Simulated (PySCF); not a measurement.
Consider C$_{6}$H$_{10}$Si (SMILES C=CC[SiH2]C#CC).

Input

```
{"job": {"kind": "nmr", "xc": "PBE0", "basis": "pcSseg-1"}, "charge": 0, "multiplicity": 1}
C     -3.067533     0.760253     0.450806
C     -1.900009     0.596325    -0.145838
C     -1.477279    -0.640954    -0.849690
Si    -0.150449    -1.588420     0.155391
C      1.366508    -0.541739     0.223267
C      2.350066     0.154788     0.255688
C      3.533083     0.984931     0.294731
H     -3.821543    -0.010850     0.437238
H     -3.324024     1.668065     0.969917
H     -1.159258     1.385702    -0.114431
H     -1.060077    -0.384057    -1.825184
H     -2.339514    -1.287699    -1.017512
H     -0.636575    -1.834661     1.517541
H      0.164241    -2.845621    -0.537020
H      3.636823     1.440369     1.279634
H      4.417365     0.381600     0.089060
H      3.461176     1.774002    -0.453998
```

Run with:

```sh
OMP_NUM_THREADS=1 python probes_run.py task.json out
```

Geometry: GFN2-xTB.

Computed with PBE0/pcSseg-1, SCF density, gas phase, non-relativistic (PySCF).

### What will maps of the electron density and electron localisation function show?

C–C (1.21 Å): the density is about 2.7 e/Å³ at the midpoint; the ELF peaks at about 0.85 between the atoms: a multiple bond.
C–Si (1.84 Å): the density is about 0.93 e/Å³ at the midpoint; the ELF peaks at about 0.95 between the atoms (localised, covalent bonding).
C–H (1.09 Å): the density is about 1.9 e/Å³ at the midpoint; the ELF climbs to about 1 towards the hydrogen, as it does in any bond to H (an ordinary covalent bond to hydrogen).
C–Si (1.92 Å): the density is about 0.9 e/Å³ at the midpoint; the ELF peaks at about 0.95 between the atoms, as expected for localised, covalent bonding.

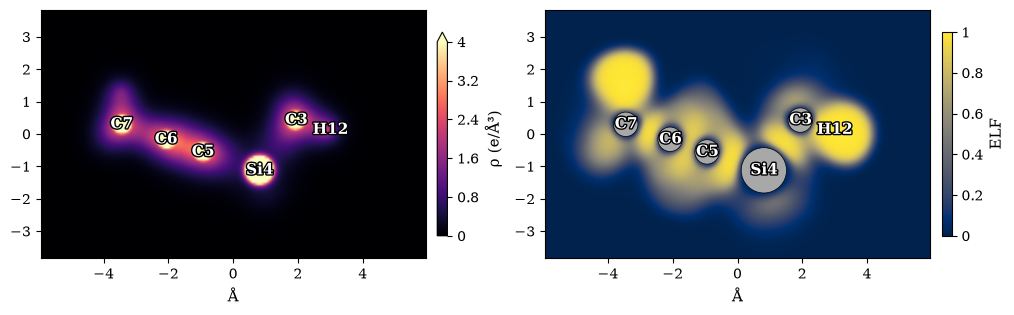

Computed electron density and electron localisation function on the plane of atoms C3, Si4 and C5, in this order. Grey discs cover the atomic cores in the ELF map. 
